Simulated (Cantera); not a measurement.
Input: 1 mol PbO, a varied amount of H2, 14 mol N2, held at 1300 K and 1 atm.

Method: chemical equilibrium by Gibbs-energy minimisation in Cantera with the NASA 1993 tables (ideal gas, pure condensed phases). Candidate condensed phases: H2O, Pb, PbO, PbO2, Pb3O4; 27 gas species. Kinetics and transport are ignored.

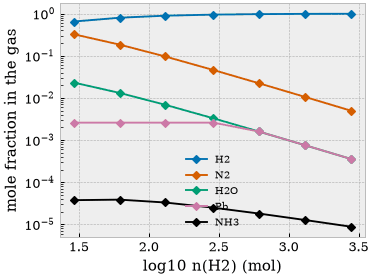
Equilibrium gas composition (values under 1e-9 drawn at 1e-9)

From 29 mol H2 to 290 mol H2 the condensed part is Pb(l). From 610 mol H2 to 2800 mol H2 nothing is condensed. The main Pb-bearing gas is Pb throughout.
